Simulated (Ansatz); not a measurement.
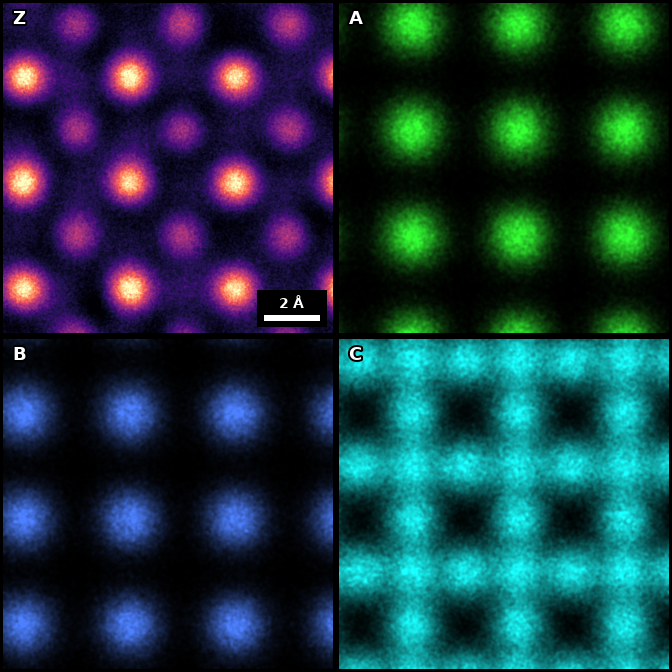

SrTiO₃ (Pm-3m, No. 221) along [001]. Panel Z: Simulation: incoherent imaging, intensity Z^1.7 per atom, probe width 1.24 Å, thin sample. The probe carries 15 % of its weight in a tail 2.5 times as wide. Shot noise and the speckle of an amorphous layer were added. The other panels are simulated element maps (the number of atoms of one element along the beam, blurred by 1.6 Å, with counting noise; each on its own scale, no channelling). Structure: the end point of a relaxation with DFT, LDA, plane waves, PAW in Ansatz; the starting structure was generated, so it need not be a known form of this composition.

```cif
data_structure
_symmetry_space_group_name_H-M 'P 1'
_symmetry_Int_Tables_number 1
_cell_length_a 3.8542
_cell_length_b 3.8542
_cell_length_c 3.8542
_cell_angle_alpha 90.000
_cell_angle_beta 90.000
_cell_angle_gamma 90.000
_cell_volume 57.26
loop_
_atom_site_label
_atom_site_type_symbol
_atom_site_fract_x
_atom_site_fract_y
_atom_site_fract_z
_atom_site_occupancy
Sr1 Sr 0.00000 0.00000 0.00000 1
Ti1 Ti 0.50000 0.50000 0.50000 1
O1 O 0.50000 0.50000 0.00000 1
O2 O 0.50000 0.00000 0.50000 1
O3 O 0.00000 0.50000 0.50000 1
```

Which element does each lettered map show?

A: Ti, B: Sr, C: O. The projected cell (3.85 × 3.85 Å, 90°) holds 4 columns: 2 of O, 1 of Sr and 1 of Ti + O. Columns shared by several elements: Ti + O.
